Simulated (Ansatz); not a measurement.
# Molecular dynamics, with input and output: SiSbNH6

System: SiSbNH6.
Method: RKS BLYP/def2-SVP (Ansatz 0.2.0).

The geometry comes from this level: PBE0-D4/def2-TZVP. Figures and captions count atoms from 1; the log counts them from 0 in places.

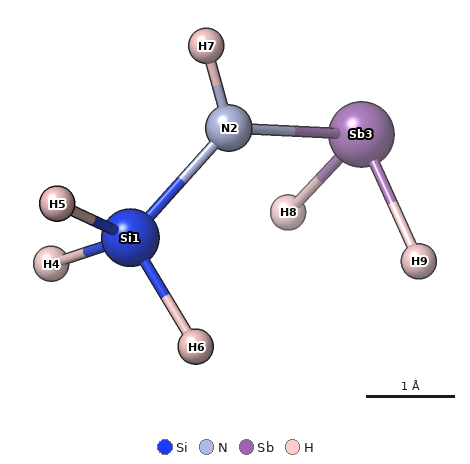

*The starting structure (ball-and-stick view, seen at a tilt; atoms are numbered from 1 in the order of the input). Sticks mark near contacts.*

Bond lengths as drawn: H–N 1.01 Å, H–Sb 1.71 to 1.72 Å, H–Si 1.49 Å, N–Sb 2.03 Å and N–Si 1.72 Å.

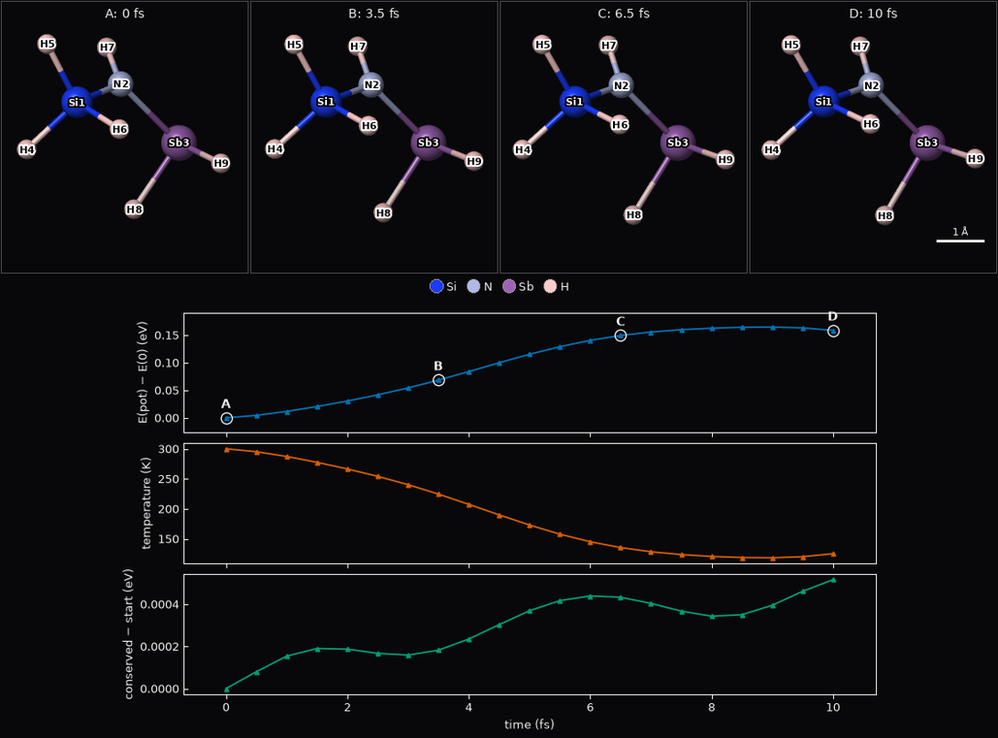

*Frames of the molecular dynamics (ball-and-stick, seen at a tilt) above the curves, on which the letters mark them.*

The trajectory kept here has 21 frames over 10 fs. The temperature starts at 300 K, ranges from 119 to 300 K and averages 133 K over the second half. The potential energy ends 0.159 eV above its first value. The conserved quantity stays within 0.00052 eV. After an unweighted best fit of the last frame on the first, the root-mean-square displacement is 0.12 Å, and H8 has moved furthest (0.21 Å).

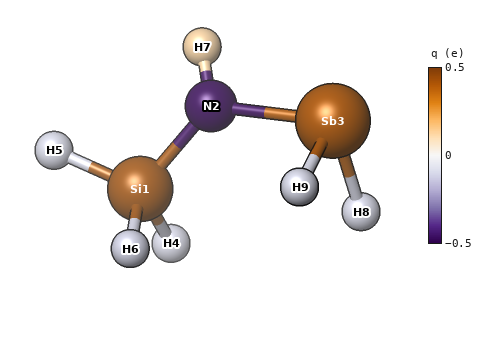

*Mulliken charges, as the colour of each atom (ball-and-stick view, seen at a tilt; atoms are numbered from 1 in the order of the input).*

By element: Si +0.44, N −0.48, Sb +0.41 and H −0.11 to +0.13 e.

The input that produced these results follows, with the program's output.

**Input file**
```yaml
crystal:
  periodic: [false, false, false]
  atoms:
    - {symbol: Si, position_ang: [-0.535803, 0.681937, -0.852027]}
    - {symbol: N, position_ang: [0.916018, 0.006607, -0.224718]}
    - {symbol: Sb, position_ang: [1.070137, -1.185471, 1.408322]}
    - {symbol: H, position_ang: [-1.484287, -0.334159, -1.395415]}
    - {symbol: H, position_ang: [-0.193646, 1.629002, -1.948597]}
    - {symbol: H, position_ang: [-1.241335, 1.399312, 0.242653]}
    - {symbol: H, position_ang: [1.705684, -0.079521, -0.845400]}
    - {symbol: H, position_ang: [-0.388037, -2.060453, 1.153322]}
    - {symbol: H, position_ang: [0.239669, -0.103553, 2.444759]}
basis:
  gaussian: {orbitals: def2-SVP}
hamiltonian: {xc: {name: BLYP}}
md: {timestep: 0.5 fs, n_steps: 20, ensemble: nve, temperature: 300, initial_velocities: maxwell_boltzmann, seed: 961}
```

Launch command:
```bash
ansatz run in.yaml --threads 2 --pin off --events-out ev --progress --plain --max-ram 4352MiB
```

**Log**
```
Functional definition: BLYP
  name "BLYP"
  cite "Becke, Phys. Rev. A 38, 3098 (1988) doi:10.1103/PhysRevA.38.3098"
  cite "Lee, Yang & Parr, Phys. Rev. B 37, 785 (1988) doi:10.1103/PhysRevB.37.785"
  parameter beta = 0.0042
  parameter a = 0.04918
  parameter b = 0.132
  parameter c = 0.2533
  parameter d = 0.349
  exchange = b88_x(beta = beta)
  correlation = lyp_c(a = a, b = b, c = c, d = d)
1032 factors; their error is unknown
mean field evaluation 1: about -15986.8592 eV, gradient 6.7e1 eV
mean field evaluation 2: about -15910.1954 eV, gradient 1.5e2 eV
mean field evaluation 4: about -15996.2219 eV, gradient 9.8e0 eV
mean field evaluation 8: about -15996.6214 eV, gradient 2.3e-1 eV
mean field evaluation 16: about -15996.5741 eV, gradient 3.1e-4 eV
mean field -15996.57405850 eV, -587.8632537824 hartree, gradient 1.7e-5 eV, S^2 0.000000; 0 other end points of the search recorded, 0 dependent functions left out
the calculation of the forces begins
reference -15996.57442069 eV, -587.8632670928 hartree; 25, 25 occupied and 63, 63 virtual orbitals, 1032 factors
md step     0: t =     0.00 fs  T =   300.0 K  F+E_penalty+E_count = -15996.57405850 eV  E_kin = 0.271446 eV  conserved = -15996.30261250 eV  (27 SCF iters)
these checks for a lower state are left out or cut short: starts, cluster_reference, orbital_swaps, neighbouring_geometries, increment
1032 factors; their error is unknown
mean field -15996.56960999 eV, -587.8630903027 hartree, gradient 1.7e-5 eV, S^2 0.000000; 0 other end points of the search recorded, 0 dependent functions left out
[... from here on the field's lines of each further geometry are left out, up to the last ...]
md step     1: t =     0.50 fs  T =   295.2 K  F+E_penalty+E_count = -15996.56960999 eV  E_kin = 0.267078 eV  conserved = -15996.30253182 eV  (27 SCF iters)
md step     2: t =     1.00 fs  T =   287.3 K  F+E_penalty+E_count = -15996.56237798 eV  E_kin = 0.259920 eV  conserved = -15996.30245782 eV  (27 SCF iters)
md step     3: t =     1.50 fs  T =   277.5 K  F+E_penalty+E_count = -15996.55350278 eV  E_kin = 0.251081 eV  conserved = -15996.30242175 eV  (27 SCF iters)
md step     4: t =     2.00 fs  T =   266.5 K  F+E_penalty+E_count = -15996.54354044 eV  E_kin = 0.241115 eV  conserved = -15996.30242544 eV  (28 SCF iters)
md step     5: t =     2.50 fs  T =   254.2 K  F+E_penalty+E_count = -15996.53242966 eV  E_kin = 0.229984 eV  conserved = -15996.30244548 eV  (28 SCF iters)
md step     6: t =     3.00 fs  T =   240.3 K  F+E_penalty+E_count = -15996.51984548 eV  E_kin = 0.217393 eV  conserved = -15996.30245282 eV  (28 SCF iters)
md step     7: t =     3.50 fs  T =   224.6 K  F+E_penalty+E_count = -15996.50565200 eV  E_kin = 0.203222 eV  conserved = -15996.30242952 eV  (30 SCF iters)
md step     8: t =     4.00 fs  T =   207.6 K  F+E_penalty+E_count = -15996.49018064 eV  E_kin = 0.187804 eV  conserved = -15996.30237671 eV  (30 SCF iters)
md step     9: t =     4.50 fs  T =   190.0 K  F+E_penalty+E_count = -15996.47422718 eV  E_kin = 0.171918 eV  conserved = -15996.30230875 eV  (29 SCF iters)
md step    10: t =     5.00 fs  T =   173.1 K  F+E_penalty+E_count = -15996.45884090 eV  E_kin = 0.156598 eV  conserved = -15996.30224300 eV  (30 SCF iters)
md step    11: t =     5.50 fs  T =   157.9 K  F+E_penalty+E_count = -15996.44504400 eV  E_kin = 0.142849 eV  conserved = -15996.30219479 eV  (29 SCF iters)
md step    12: t =     6.00 fs  T =   145.2 K  F+E_penalty+E_count = -15996.43358373 eV  E_kin = 0.131411 eV  conserved = -15996.30217273 eV  (29 SCF iters)
md step    13: t =     6.50 fs  T =   135.5 K  F+E_penalty+E_count = -15996.42478292 eV  E_kin = 0.122604 eV  conserved = -15996.30217916 eV  (30 SCF iters)
md step    14: t =     7.00 fs  T =   128.5 K  F+E_penalty+E_count = -15996.41851065 eV  E_kin = 0.116302 eV  conserved = -15996.30220834 eV  (29 SCF iters)
md step    15: t =     7.50 fs  T =   123.8 K  F+E_penalty+E_count = -15996.41428924 eV  E_kin = 0.112044 eV  conserved = -15996.30224480 eV  (30 SCF iters)
md step    16: t =     8.00 fs  T =   120.8 K  F+E_penalty+E_count = -15996.41153637 eV  E_kin = 0.109268 eV  conserved = -15996.30226884 eV  (30 SCF iters)
md step    17: t =     8.50 fs  T =   118.9 K  F+E_penalty+E_count = -15996.40988309 eV  E_kin = 0.107621 eV  conserved = -15996.30226160 eV  (30 SCF iters)
md step    18: t =     9.00 fs  T =   118.5 K  F+E_penalty+E_count = -15996.40945977 eV  E_kin = 0.107242 eV  conserved = -15996.30221732 eV  (29 SCF iters)
md step    19: t =     9.50 fs  T =   120.3 K  F+E_penalty+E_count = -15996.41097730 eV  E_kin = 0.108827 eV  conserved = -15996.30215053 eV  (28 SCF iters)
the calculation of the forces begins
reference -15996.41585046 eV, -587.8574397443 hartree; 25, 25 occupied and 63, 63 virtual orbitals, 1032 factors
1032 factors; their error is unknown
mean field evaluation 192: about -15996.4155 eV, gradient 5.1e-2 eV
mean field -15996.41548000 eV, -587.8574261303 hartree, gradient 2.0e-5 eV, S^2 0.000000; 1 other end points of the search recorded, 0 dependent functions left out
the calculation of the forces begins
reference -15996.41585046 eV, -587.8574397443 hartree; 25, 25 occupied and 63, 63 virtual orbitals, 1032 factors
md step    20: t =    10.00 fs  T =   125.3 K  F+E_penalty+E_count = -15996.41548000 eV  E_kin = 0.113384 eV  conserved = -15996.30209633 eV  (29 SCF iters)
Total energy: -15996.41585046 eV, -587.8574397443 hartree
Atom 0 at    -0.540118     0.685460    -0.885498 Å, force    -1.394192     1.186651     0.441595 eV/Å
Atom 1 at     0.896193     0.024604    -0.178090 Å, force    -0.468879     0.475762    -1.022904 eV/Å
Atom 2 at     1.073816    -1.190852     1.409497 Å, force     0.196184    -0.835240     1.582606 eV/Å
Atom 3 at    -1.622483    -0.237592    -1.448448 Å, force     0.385467    -0.046490     0.292665 eV/Å
Atom 4 at    -0.278693     1.639838    -2.022108 Å, force     0.343576    -0.109488     0.031496 eV/Å
Atom 5 at    -1.179641     1.543944     0.250222 Å, force     0.108233    -0.545739    -0.631162 eV/Å
Atom 6 at     1.712288     0.005090    -0.765685 Å, force     0.724762    -0.142854    -0.521603 eV/Å
Atom 7 at    -0.397316    -2.207432     1.266275 Å, force     0.182608     0.480771     0.001632 eV/Å
Atom 8 at     0.355235     0.008548     2.513760 Å, force    -0.077759    -0.463373    -0.174325 eV/Å
Dipole moment:     0.321199    -0.190847    -0.033896 e Å
```

**Trajectory as extended XYZ (Å, eV, eV/Å), 11 of the 21 frames kept, from step=0 to step=20**
```
9
Properties=species:S:1:pos:R:3:forces:R:3 step=0 time_fs=0.0 energy=-15996.57406 temperature=300.0
Si   -0.5358    0.6819   -0.8520   -0.4817   0.2622  -0.2454
N     0.9160    0.0066   -0.2247    0.0996   0.3600  -0.1658
Sb    1.0701   -1.1855    1.4083    0.7885  -0.7577   0.7426
H    -1.4843   -0.3342   -1.3954   -0.2246  -0.1632  -0.1255
H    -0.1936    1.6290   -1.9486    0.0468   0.1784  -0.2075
H    -1.2413    1.3993    0.2427   -0.1605   0.1504   0.1683
H     1.7057   -0.0795   -0.8454    0.5737  -0.0513  -0.4260
H    -0.3880   -2.0605    1.1533   -0.3994  -0.2386  -0.0261
H     0.2397   -0.1036    2.4448   -0.2423   0.2599   0.2854
9
Properties=species:S:1:pos:R:3:forces:R:3 step=2 time_fs=1.0 energy=-15996.56238 temperature=287.3
Si   -0.5353    0.6814   -0.8544   -0.3527   0.2944  -0.5092
N     0.9126    0.0070   -0.2167   -0.1140   0.4150  -0.2045
Sb    1.0704   -1.1858    1.4079    0.5889  -0.7258   0.9643
H    -1.4964   -0.3150   -1.4013   -0.2349  -0.2512  -0.1259
H    -0.2103    1.6347   -1.9589    0.0969   0.0966  -0.1310
H    -1.2175    1.4026    0.2258   -0.3636   0.3168   0.4404
H     1.6988   -0.0662   -0.8349    0.7978  -0.0993  -0.5684
H    -0.3912   -2.0848    1.1625   -0.2669  -0.1006   0.0045
H     0.2514   -0.0776    2.4586   -0.1517   0.0540   0.1298
9
Properties=species:S:1:pos:R:3:forces:R:3 step=4 time_fs=2.0 energy=-15996.54354 temperature=266.5
Si   -0.5349    0.6810   -0.8569   -0.3002   0.3410  -0.7513
N     0.9092    0.0077   -0.2089    0.0126   0.4367  -0.4959
Sb    1.0708   -1.1861    1.4076    0.3732  -0.7050   1.1841
H    -1.5108   -0.2982   -1.4083   -0.2058  -0.2937  -0.1012
H    -0.2261    1.6413   -1.9705    0.1390  -0.0010  -0.0353
H    -1.1972    1.4089    0.2130   -0.5136   0.4384   0.6383
H     1.6993   -0.0538   -0.8296    0.6728  -0.1124  -0.4456
H    -0.3969   -2.1101    1.1718   -0.1151   0.0485   0.0338
H     0.2618   -0.0511    2.4736   -0.0628  -0.1526  -0.0268
9
Properties=species:S:1:pos:R:3:forces:R:3 step=6 time_fs=3.0 energy=-15996.51985 temperature=240.3
Si   -0.5347    0.6807   -0.8597   -0.3560   0.4262  -0.9003
N     0.9058    0.0087   -0.2014    0.3919   0.4440  -0.9672
Sb    1.0712   -1.1865    1.4074    0.1765  -0.7005   1.3846
H    -1.5271   -0.2842   -1.4163   -0.1370  -0.2907  -0.0515
H    -0.2406    1.6479   -1.9824    0.1755  -0.0995   0.0632
H    -1.1816    1.4193    0.2063   -0.5780   0.4739   0.7055
H     1.7061   -0.0425   -0.8285    0.2833  -0.1087  -0.1266
H    -0.4037   -2.1349    1.1814    0.0328   0.1926   0.0574
H     0.2715   -0.0260    2.4884    0.0111  -0.3373  -0.1651
9
Properties=species:S:1:pos:R:3:forces:R:3 step=8 time_fs=4.0 energy=-15996.49018 temperature=207.6
Si   -0.5345    0.6805   -0.8627   -0.5180   0.5617  -0.9131
N     0.9026    0.0099   -0.1946    0.8094   0.4544  -1.4498
Sb    1.0716   -1.1869    1.4073    0.0205  -0.7106   1.5532
H    -1.5447   -0.2729   -1.4247   -0.0372  -0.2522   0.0175
H    -0.2533    1.6535   -1.9937    0.2084  -0.1852   0.1495
H    -1.1716    1.4342    0.2063   -0.5479   0.4051   0.6215
H     1.7156   -0.0322   -0.8286   -0.1592  -0.1065   0.2221
H    -0.4102   -2.1579    1.1915    0.1601   0.3198   0.0727
H     0.2813   -0.0041    2.5017    0.0638  -0.4865  -0.2737
9
Properties=species:S:1:pos:R:3:forces:R:3 step=10 time_fs=5.0 energy=-15996.45884 temperature=173.1
Si   -0.5346    0.6805   -0.8661   -0.7496   0.7348  -0.7918
N     0.9000    0.0115   -0.1887    1.0814   0.4726  -1.8015
Sb    1.0720   -1.1874    1.4073   -0.0846  -0.7298   1.6814
H    -1.5627   -0.2641   -1.4330    0.0785  -0.1936   0.0956
H    -0.2641    1.6574   -2.0036    0.2389  -0.2478   0.2119
H    -1.1668    1.4530    0.2121   -0.4426   0.2472   0.4132
H     1.7236   -0.0230   -0.8267   -0.4723  -0.1122   0.4600
H    -0.4152   -2.1779    1.2024    0.2568   0.4226   0.0791
H     0.2917    0.0131    2.5123    0.0936  -0.5938  -0.3479
9
Properties=species:S:1:pos:R:3:forces:R:3 step=12 time_fs=6.0 energy=-15996.43358 temperature=145.2
Si   -0.5349    0.6808   -0.8698   -0.9971   0.9139  -0.5741
N     0.8982    0.0135   -0.1841    1.1165   0.4931  -1.9531
Sb    1.0723   -1.1880    1.4075   -0.1359  -0.7522   1.7637
H    -1.5799   -0.2571   -1.4404    0.1928  -0.1311   0.1715
H    -0.2726    1.6589   -2.0115    0.2671  -0.2806   0.2427
H    -1.1662    1.4740    0.2219   -0.2989   0.0406   0.1398
H     1.7273   -0.0148   -0.8204   -0.5633  -0.1234   0.5190
H    -0.4177   -2.1938    1.2139    0.3180   0.4971   0.0768
H     0.3029    0.0246    2.5197    0.1008  -0.6573  -0.3864
9
Properties=species:S:1:pos:R:3:forces:R:3 step=14 time_fs=7.0 energy=-15996.41851 temperature=128.5
Si   -0.5355    0.6814   -0.8737   -1.2105   1.0644  -0.3078
N     0.8971    0.0157   -0.1808    0.8966   0.5084  -1.8911
Sb    1.0727   -1.1886    1.4078   -0.1333  -0.7739   1.7966
H    -1.5952   -0.2513   -1.4461    0.2901  -0.0781   0.2353
H    -0.2785    1.6578   -2.0171    0.2928  -0.2808   0.2381
H    -1.1684    1.4955    0.2329   -0.1528  -0.1694  -0.1366
H     1.7257   -0.0078   -0.8093   -0.4110  -0.1353   0.3876
H    -0.4173   -2.2050    1.2262    0.3417   0.5412   0.0667
H     0.3152    0.0299    2.5233    0.0865  -0.6765  -0.3888
9
Properties=species:S:1:pos:R:3:forces:R:3 step=16 time_fs=8.0 energy=-15996.41154 temperature=120.8
Si   -0.5366    0.6823   -0.8776   -1.3564   1.1633  -0.0327
N     0.8966    0.0183   -0.1789    0.4633   0.5127  -1.6465
Sb    1.0731   -1.1893    1.4082   -0.0770  -0.7939   1.7777
H    -1.6078   -0.2464   -1.4496    0.3588  -0.0436   0.2793
H    -0.2816    1.6540   -2.0204    0.3150  -0.2489   0.1979
H    -1.1721    1.5154    0.2427   -0.0293  -0.3482  -0.3707
H     1.7203   -0.0021   -0.7946   -0.0530  -0.1441   0.0996
H    -0.4136   -2.2110    1.2392    0.3270   0.5537   0.0501
H     0.3282    0.0288    2.5233    0.0516  -0.6510  -0.3546
9
Properties=species:S:1:pos:R:3:forces:R:3 step=18 time_fs=9.0 energy=-15996.40946 temperature=118.5
Si   -0.5381    0.6837   -0.8816   -1.4187   1.2026   0.2238
N     0.8964    0.0213   -0.1780   -0.0614   0.5025  -1.3081
Sb    1.0735   -1.1900    1.4088    0.0332  -0.8136   1.7061
H    -1.6170   -0.2418   -1.4505    0.3917  -0.0325   0.2991
H    -0.2818    1.6478   -2.0219    0.3325  -0.1890   0.1261
H    -1.1762    1.5319    0.2490    0.0591  -0.4765  -0.5386
H     1.7144    0.0022   -0.7789    0.3934  -0.1474  -0.2532
H    -0.4067   -2.2118    1.2526    0.2738   0.5337   0.0280
H     0.3418    0.0214    2.5199   -0.0036  -0.5799  -0.2832
9
Properties=species:S:1:pos:R:3:forces:R:3 step=20 time_fs=10.0 energy=-15996.41548 temperature=125.3
Si   -0.5401    0.6855   -0.8855   -1.3942   1.1867   0.4416
N     0.8962    0.0246   -0.1781   -0.4689   0.4758  -1.0229
Sb    1.0738   -1.1909    1.4095    0.1962  -0.8352   1.5826
H    -1.6225   -0.2376   -1.4484    0.3855  -0.0465   0.2927
H    -0.2787    1.6398   -2.0221    0.3436  -0.1095   0.0315
H    -1.1796    1.5439    0.2502    0.1082  -0.5457  -0.6312
H     1.7123    0.0051   -0.7657    0.7248  -0.1429  -0.5216
H    -0.3973   -2.2074    1.2663    0.1826   0.4808   0.0016
H     0.3552    0.0085    2.5138   -0.0778  -0.4634  -0.1743
```

**Results in brief**

```tsv
quantity	value
outcome	finished
mean temperature over the second half	133 K
trajectory	20 steps, 10 fs
ensemble	nve
temperature in the input	300 K
time step	0.5 fs
potential energy (last step)	−15996.4159 eV
SCF solution under orbital rotations (last step)	stable
largest force (length of the vector) (last step)	1.883 eV/Å
dipole moment (last step)	1.80 D
hardware	2 threads of Arm Neoverse V1, 23 GiB of memory available, shared host
wall time	33 s (CPU time 64 s)
peak memory	0.12 GiB
```

**Remarks**

So short a trajectory is not equilibrated.
